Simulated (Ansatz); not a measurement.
## Geometry relaxation of InF₄

The run: geometry relaxation of InF₄, multiplicity 2. Method and program: UKS PBE0-D4/def2-SVPD (Ansatz 0.2.0).

The geometry: PBE0-D4/def2-SVPD start.

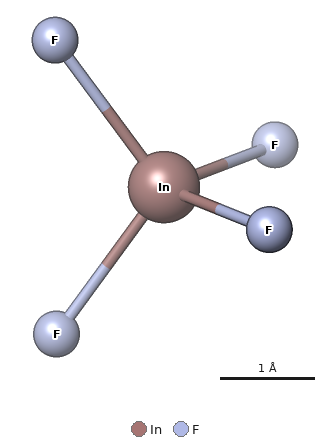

**Figure 1.** The starting structure (ball-and-stick view, seen at an oblique angle). Sticks mark near contacts. Bond lengths as drawn: F–In 2.00 Å.

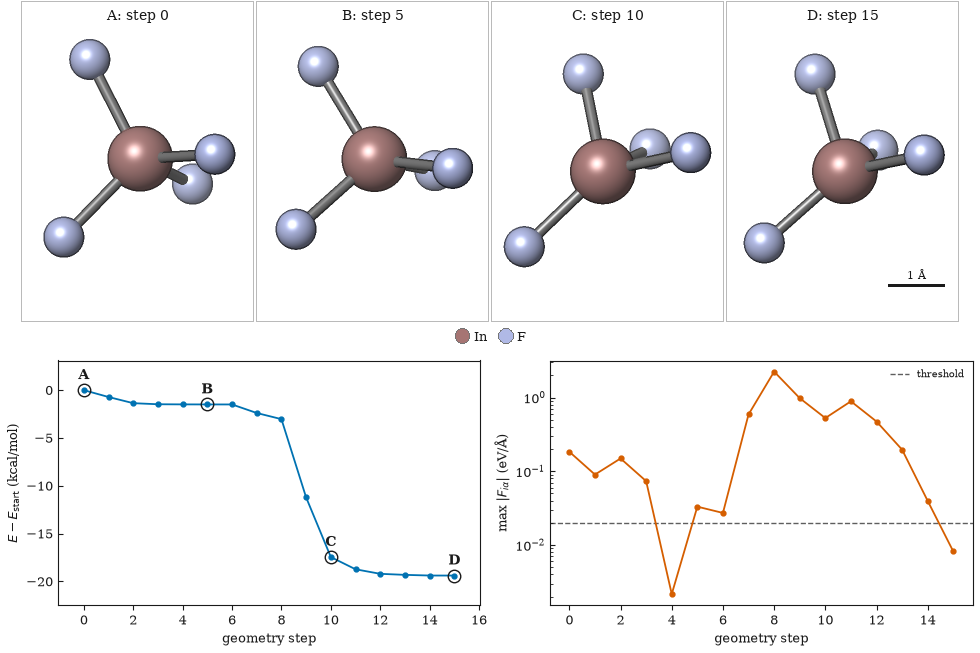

**Figure 2.** Frames of the relaxation (ball-and-stick view, seen at an oblique angle) above the curves, on which the letters mark them (the first geometry is step 0 here and step 1 in the log).

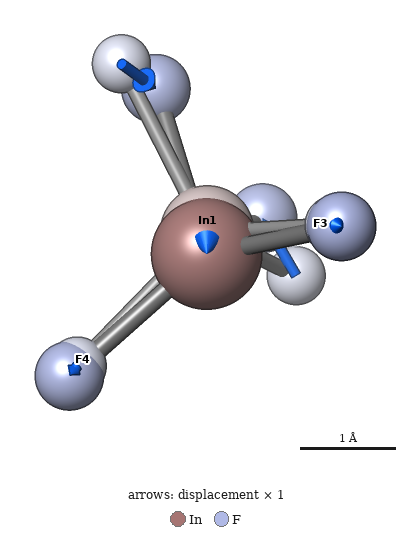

**Figure 3.** Start (faint) and end (solid) with the displacements as blue arrows, at true length (ball-and-stick view, seen at an oblique angle). The two geometries are laid on each other by the best rigid fit. Over 15 geometry steps the energy falls by 19.4 kcal/mol. The largest force component goes from 0.18 to 0.0082 eV/Å. The largest moves after the best rigid fit, 0.70 Å, are those of F2 and F5. Largest moves by element: F 0.70 Å, In 0.39 Å. Distances before and after: In1–F2 2.002 → 2.101 Å, In1–F3 2.002 → 1.936 Å. Among the angles that change: F2–In1–F5 109.5° → 56.7°, F3–In1–F4 109.5° → 126.9°, F2–In1–F3 109.4° → 113.1°. (Atoms are counted from 1 in the order of the input.)

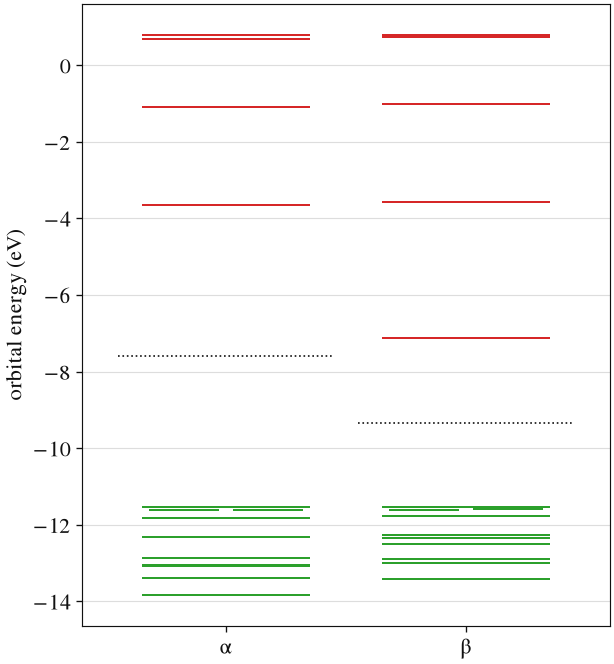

**Figure 4.** Orbital energies near the frontier for α and β spins; the dotted line parts filled from empty levels, and levels within 0.02 eV of each other stand side by side. α: highest filled −11.55 eV, lowest empty −3.64 eV, 7.91 eV apart; β: highest filled −11.55 eV, lowest empty −7.14 eV, 4.41 eV apart.

The input and output of the run follow.

**Input**
```yaml
crystal:
  periodic: [false, false, false]
  atoms:
    - {symbol: In, position_ang: [0.000038, -0.000051, -0.000096]}
    - {symbol: F, position_ang: [0.011195, -0.018217, 2.002068]}
    - {symbol: F, position_ang: [1.884204, 0.010754, -0.676951]}
    - {symbol: F, position_ang: [-0.951627, 1.638157, -0.647740]}
    - {symbol: F, position_ang: [-0.943809, -1.630654, -0.677281]}
basis:
  gaussian: {orbitals: def2-SVPD}
magnetization: {spin_polarized: true, initial_magnetization: 1}
hamiltonian: {xc: pbe0, dispersion: d4}
scf: {lower_state_search: "off"}
output: {orbitals: {seedname: orbitals}}
relax: {f_tol: 0.02, max_steps: 100}
```

Launch command:
```bash
ansatz run in.yaml --threads 4 --pin off --events-out ev --progress --plain --max-ram 3916MiB
```

**What the program printed**
```
Functional definition: PBE0
  name "PBE0"
  cite "Adamo & Barone, J. Chem. Phys. 110, 6158 (1999) doi:10.1063/1.478522"
  cite "Perdew, Burke & Ernzerhof, Phys. Rev. Lett. 77, 3865 (1996) doi:10.1103/PhysRevLett.77.3865"
  parent pbe
  parameter a = 0.25
  parameter kappa = 0.804
  parameter beta = 0.06672455060314922
  exchange = (1 - a)*pbe_x(kappa = kappa, mu = beta*pi^2/3) + a*exact_x
  correlation = pbe_c(beta = beta)
these checks for a lower state are left out or cut short: stability, starts, cluster_reference, orbital_swaps, neighbouring_geometries, increment
1364 factors; integrals over basis functions are off by at most 5.8e-5 eV
mean field evaluation 1: about -16016.2761 eV, gradient 4.0e1 eV
mean field evaluation 2: about -16006.1636 eV, gradient 6.9e1 eV
mean field evaluation 4: about -16021.5601 eV, gradient 5.8e0 eV
mean field evaluation 8: about -16021.6876 eV, gradient 1.6e-1 eV
mean field evaluation 16: about -16021.7282 eV, gradient 5.3e-3 eV
mean field evaluation 32: about -16021.7308 eV, gradient 4.4e-3 eV
mean field -16021.73079926 eV, -588.7877469534 hartree, gradient 3.7e-6 eV, S^2 0.764885; 0 other end points of the search recorded, 0 dependent functions left out
the calculation of the forces begins
reference -16021.73084381 eV, -588.7877485907 hartree; 29, 28 occupied and 95, 96 virtual orbitals, 1364 factors
relax step   1: F+E_penalty+E_count = -16021.79484199 eV  Δ(F+E_penalty+E_count) = +0.000e0 eV  max|allowed force component| = 1.839e-1 eV/Å  Δτ_max = 0.0000 Å  (122 SCF iters, accepted)
these checks for a lower state are left out or cut short: stability, starts, cluster_reference, orbital_swaps, neighbouring_geometries, increment
1364 factors; integrals over basis functions are off by at most 5.8e-5 eV
mean field -16021.76161527 eV, -588.7888794211 hartree, gradient 6.8e-6 eV, S^2 0.764933; 0 other end points of the search recorded, 0 dependent functions left out
[... from here on the field's lines of each further geometry are left out, up to the last ...]
relax step   2: F+E_penalty+E_count = -16021.82587786 eV  Δ(F+E_penalty+E_count) = -3.104e-2 eV  max|allowed force component| = 9.020e-2 eV/Å  Δτ_max = 0.0663 Å  (37 SCF iters, accepted)
relax step   3: F+E_penalty+E_count = -16021.85384664 eV  Δ(F+E_penalty+E_count) = -2.797e-2 eV  max|allowed force component| = 1.492e-1 eV/Å  Δτ_max = 0.1385 Å  (42 SCF iters, accepted)
relax step   4: F+E_penalty+E_count = -16021.85872162 eV  Δ(F+E_penalty+E_count) = -4.875e-3 eV  max|allowed force component| = 7.353e-2 eV/Å  Δτ_max = 0.0640 Å  (38 SCF iters, accepted)
relax step   5: F+E_penalty+E_count = -16021.85932255 eV  Δ(F+E_penalty+E_count) = -6.009e-4 eV  max|allowed force component| = 2.161e-3 eV/Å  Δτ_max = 0.0050 Å  (38 SCF iters, accepted)
relax step   6: F+E_penalty+E_count = -16021.85954722 eV  Δ(F+E_penalty+E_count) = -2.247e-4 eV  max|allowed force component| = 3.314e-2 eV/Å  Δτ_max = 0.0215 Å  (48 SCF iters, accepted)
relax step   7: F+E_penalty+E_count = -16021.85962699 eV  Δ(F+E_penalty+E_count) = -7.978e-5 eV  max|allowed force component| = 2.723e-2 eV/Å  Δτ_max = 0.0028 Å  (36 SCF iters, accepted)
relax step   8: F+E_penalty+E_count = -16021.89833646 eV  Δ(F+E_penalty+E_count) = -3.871e-2 eV  max|allowed force component| = 5.896e-1 eV/Å  Δτ_max = 0.1955 Å  (73 SCF iters, accepted)
relax step   9: F+E_penalty+E_count = -16021.92621240 eV  Δ(F+E_penalty+E_count) = -2.788e-2 eV  max|allowed force component| = 2.245e0 eV/Å  Δτ_max = 0.1944 Å  (79 SCF iters, accepted)
relax step  10: F+E_penalty+E_count = -16022.28111861 eV  Δ(F+E_penalty+E_count) = -3.549e-1 eV  max|allowed force component| = 9.808e-1 eV/Å  Δτ_max = 0.1946 Å  (44 SCF iters, accepted)
relax step  11: F+E_penalty+E_count = -16022.55139139 eV  Δ(F+E_penalty+E_count) = -2.703e-1 eV  max|allowed force component| = 5.267e-1 eV/Å  Δτ_max = 0.1943 Å  (34 SCF iters, accepted)
relax step  12: F+E_penalty+E_count = -16022.60678681 eV  Δ(F+E_penalty+E_count) = -5.540e-2 eV  max|allowed force component| = 8.891e-1 eV/Å  Δτ_max = 0.1995 Å  (31 SCF iters, accepted)
relax step  13: F+E_penalty+E_count = -16022.62737314 eV  Δ(F+E_penalty+E_count) = -2.059e-2 eV  max|allowed force component| = 4.729e-1 eV/Å  Δτ_max = 0.0475 Å  (31 SCF iters, accepted)
relax step  14: F+E_penalty+E_count = -16022.63209295 eV  Δ(F+E_penalty+E_count) = -4.720e-3 eV  max|allowed force component| = 1.963e-1 eV/Å  Δτ_max = 0.0306 Å  (29 SCF iters, accepted)
the calculation of the forces begins
reference -16022.57108640 eV, -588.8186269363 hartree; 29, 28 occupied and 95, 96 virtual orbitals, 1364 factors
relax step  15: F+E_penalty+E_count = -16022.63513561 eV  Δ(F+E_penalty+E_count) = -3.043e-3 eV  max|allowed force component| = 3.964e-2 eV/Å  Δτ_max = 0.0154 Å  (28 SCF iters, accepted)
these checks for a lower state are left out or cut short: stability, starts, cluster_reference, orbital_swaps, neighbouring_geometries, increment
1364 factors; integrals over basis functions are off by at most 1.9e-4 eV
mean field -16022.57117170 eV, -588.8186300713 hartree, gradient 2.4e-6 eV, S^2 0.757451; 0 other end points of the search recorded, 0 dependent functions left out
the calculation of the forces begins
reference -16022.57121363 eV, -588.8186316122 hartree; 29, 28 occupied and 95, 96 virtual orbitals, 1364 factors
relax step  16: F+E_penalty+E_count = -16022.63526789 eV  Δ(F+E_penalty+E_count) = -1.323e-4 eV  max|allowed force component| = 8.175e-3 eV/Å  Δτ_max = 0.0063 Å  (22 SCF iters, accepted)
Total energy: -16022.63530982 eV, -588.8209871036 hartree
Atom 0 at     0.156473     0.281143    -0.226121 Å, force    -0.000795    -0.001208     0.000259 eV/Å
Atom 1 at    -0.320555    -0.526646     1.653697 Å, force    -0.001760    -0.002498    -0.008175 eV/Å
Atom 2 at     2.025882     0.078531    -0.688826 Å, force    -0.002156     0.000259     0.000625 eV/Å
Atom 3 at    -1.024249     1.720091    -0.760183 Å, force     0.001644    -0.001866     0.001342 eV/Å
Atom 4 at    -0.837550    -1.553131     0.021432 Å, force     0.003068     0.005313     0.005949 eV/Å
Dipole moment:     0.016503     0.029956    -0.023567 e Å
Checks for a lower state left out: stability, starts, cluster_reference, orbital_swaps, neighbouring_geometries, increment
```

**Trajectory as extended XYZ (Å, eV, eV/Å), 16 frames, from step=1 to step=16**
```
5
Properties=species:S:1:pos:R:3:forces:R:3 step=1 energy=-16021.79484
In    0.0000   -0.0001   -0.0001   -0.0003   0.0009   0.0007
F     0.0112   -0.0182    2.0021    0.0595  -0.1028  -0.1839
F     1.8842    0.0108   -0.6770   -0.1504   0.1032   0.1191
F    -0.9516    1.6382   -0.6477    0.1062  -0.1828  -0.0552
F    -0.9438   -1.6307   -0.6773   -0.0150   0.1816   0.1193
5
Properties=species:S:1:pos:R:3:forces:R:3 step=2 energy=-16021.82588
In    0.0000    0.0000   -0.0001   -0.0002   0.0007   0.0001
F     0.0441   -0.0749    1.9923    0.0407  -0.0704  -0.0829
F     1.8868    0.0673   -0.6425   -0.0632   0.0704   0.0669
F    -0.9367    1.6125   -0.7069    0.0525  -0.0902  -0.0511
F    -0.9942   -1.6049   -0.6428   -0.0299   0.0895   0.0670
5
Properties=species:S:1:pos:R:3:forces:R:3 step=3 energy=-16021.85385
In   -0.0001    0.0001    0.0000   -0.0005   0.0002   0.0007
F     0.1132   -0.1944    1.9810    0.0010  -0.0019  -0.1492
F     1.9002    0.1863   -0.5733   -0.1377   0.0029   0.0519
F    -0.9093    1.5659   -0.8344    0.0711  -0.1225   0.0445
F    -1.1040   -1.5579   -0.5732    0.0660   0.1214   0.0521
5
Properties=species:S:1:pos:R:3:forces:R:3 step=4 energy=-16021.85872
In    0.0000    0.0001   -0.0002    0.0001   0.0002  -0.0005
F     0.1418   -0.2471    1.9588    0.0079  -0.0121   0.0735
F     1.8899    0.2389   -0.5385    0.0710   0.0116  -0.0176
F    -0.8881    1.5325   -0.8843   -0.0332   0.0558  -0.0365
F    -1.1437   -1.5245   -0.5357   -0.0458  -0.0554  -0.0189
5
Properties=species:S:1:pos:R:3:forces:R:3 step=5 energy=-16021.85932
In   -0.0001    0.0001   -0.0002   -0.0001   0.0002  -0.0004
F     0.1445   -0.2497    1.9621    0.0006  -0.0004   0.0022
F     1.8940    0.2415   -0.5371    0.0018   0.0003  -0.0001
F    -0.8899    1.5337   -0.8889   -0.0010   0.0011  -0.0011
F    -1.1485   -1.5256   -0.5359   -0.0013  -0.0012  -0.0006
5
Properties=species:S:1:pos:R:3:forces:R:3 step=6 energy=-16021.85955
In   -0.0059    0.0113   -0.0176   -0.0085   0.0177  -0.0331
F     0.1474   -0.2556    1.9482    0.0022  -0.0041   0.0223
F     1.8996    0.2321   -0.5225   -0.0020  -0.0025   0.0020
F    -0.8980    1.5467   -0.8871    0.0060  -0.0109   0.0071
F    -1.1431   -1.5346   -0.5209    0.0024  -0.0001   0.0017
5
Properties=species:S:1:pos:R:3:forces:R:3 step=7 energy=-16021.85963
In   -0.0068    0.0132   -0.0194   -0.0071   0.0177  -0.0272
F     0.1474   -0.2557    1.9477    0.0013  -0.0028   0.0132
F     1.8998    0.2296   -0.5217    0.0011  -0.0018   0.0032
F    -0.8994    1.5484   -0.8865    0.0052  -0.0092   0.0081
F    -1.1410   -1.5355   -0.5201   -0.0005  -0.0038   0.0028
5
Properties=species:S:1:pos:R:3:forces:R:3 step=8 energy=-16021.89834
In   -0.0621    0.1412   -0.1564    0.5896  -0.4187  -0.1157
F     0.1452   -0.2716    1.8923   -0.0734  -0.0379  -0.0930
F     1.9237    0.0659   -0.4507   -0.4246  -0.0293   0.1053
F    -0.9956    1.6734   -0.8410   -0.2266   0.3741  -0.0630
F    -1.0113   -1.6089   -0.4443    0.1350   0.1116   0.1664
5
Properties=species:S:1:pos:R:3:forces:R:3 step=9 energy=-16021.92621
In   -0.0777    0.2400   -0.3219    2.2450  -1.2866   0.1482
F     0.0970   -0.3094    1.7972   -0.4451  -0.2827  -0.2678
F     1.9476   -0.0664   -0.3911   -1.7591   0.4328  -0.1990
F    -1.0820    1.8055   -0.7744   -0.2892   0.2712  -0.0981
F    -0.8849   -1.6698   -0.3098    0.2483   0.8652   0.4167
5
Properties=species:S:1:pos:R:3:forces:R:3 step=10 energy=-16022.28112
In   -0.0038    0.2704   -0.3430    0.9550  -0.0504   0.2082
F    -0.0410   -0.4185    1.7139   -0.4543  -0.3409  -0.5452
F     1.9548   -0.0663   -0.4567   -0.9808   0.3477  -0.2347
F    -1.0954    1.8415   -0.7700    0.3145  -0.5857   0.0763
F    -0.8146   -1.6271   -0.1441    0.1657   0.6292   0.4953
5
Properties=species:S:1:pos:R:3:forces:R:3 step=11 energy=-16022.55139
In    0.0666    0.3025   -0.3154   -0.2830   0.5267   0.1203
F    -0.1574   -0.5424    1.6198   -0.1748   0.0036   0.0906
F     1.9478   -0.0254   -0.5187    0.4283   0.0833  -0.2777
F    -1.0760    1.8116   -0.7981    0.2519  -0.4155   0.0699
F    -0.7810   -1.5463    0.0124   -0.2224  -0.1981  -0.0031
5
Properties=species:S:1:pos:R:3:forces:R:3 step=12 energy=-16022.60679
In    0.1191    0.2627   -0.2068    0.3726   0.8891  -0.6775
F    -0.2804   -0.5545    1.6465   -0.1001  -0.1102   0.4664
F     2.0076    0.0918   -0.6687   -0.2682   0.0135   0.0577
F    -1.0068    1.7517   -0.8038    0.2299  -0.3943   0.1814
F    -0.8394   -1.5517    0.0328   -0.2342  -0.3981  -0.0279
5
Properties=species:S:1:pos:R:3:forces:R:3 step=13 energy=-16022.62737
In    0.1512    0.2874   -0.2315    0.1761  -0.4729   0.2476
F    -0.3211   -0.5482    1.6594    0.0642   0.1300  -0.1511
F     2.0302    0.0976   -0.6946   -0.1852   0.0003   0.0493
F    -1.0086    1.7266   -0.7723   -0.1560   0.1604  -0.0542
F    -0.8517   -1.5635    0.0390    0.1009   0.1823  -0.0916
5
Properties=species:S:1:pos:R:3:forces:R:3 step=14 energy=-16022.63209
In    0.1531    0.2729   -0.2122   -0.0066   0.1963  -0.1440
F    -0.3139   -0.5254    1.6604   -0.0575  -0.0979   0.0382
F     2.0160    0.0881   -0.6916    0.1123  -0.0244  -0.0129
F    -1.0131    1.7166   -0.7689   -0.0117  -0.0055   0.0186
F    -0.8421   -1.5522    0.0122   -0.0364  -0.0684   0.1001
5
Properties=species:S:1:pos:R:3:forces:R:3 step=15 energy=-16022.63514
In    0.1560    0.2814   -0.2247   -0.0061   0.0227  -0.0217
F    -0.3175   -0.5316    1.6512    0.0019   0.0122   0.0396
F     2.0254    0.0810   -0.6872    0.0045  -0.0018  -0.0010
F    -1.0234    1.7203   -0.7643    0.0086  -0.0132   0.0082
F    -0.8405   -1.5512    0.0250   -0.0089  -0.0199  -0.0251
5
Properties=species:S:1:pos:R:3:forces:R:3 step=16 energy=-16022.63527
In    0.1565    0.2811   -0.2261   -0.0008  -0.0012   0.0003
F    -0.3206   -0.5266    1.6537   -0.0018  -0.0025  -0.0082
F     2.0259    0.0785   -0.6888   -0.0022   0.0003   0.0006
F    -1.0242    1.7201   -0.7602    0.0016  -0.0019   0.0013
F    -0.8376   -1.5531    0.0214    0.0031   0.0053   0.0059
```

**Results in brief**

```csv
quantity,value
outcome,converged
total energy,−16022.6353 eV
mean-field energy,−16022.5712 eV
dispersion energy,−0.0641 eV
⟨S²⟩,0.757
HOMO (either spin),−11.55 eV
LUMO (either spin),−7.14 eV
largest force (length of the vector) at the end,0.009 eV/Å
dipole moment,0.20 D
hardware,"4 threads of Arm Neoverse V2, 23 GiB of memory available, shared host"
wall time,44 s (CPU time 2.7 min)
peak memory,0.42 GiB
```
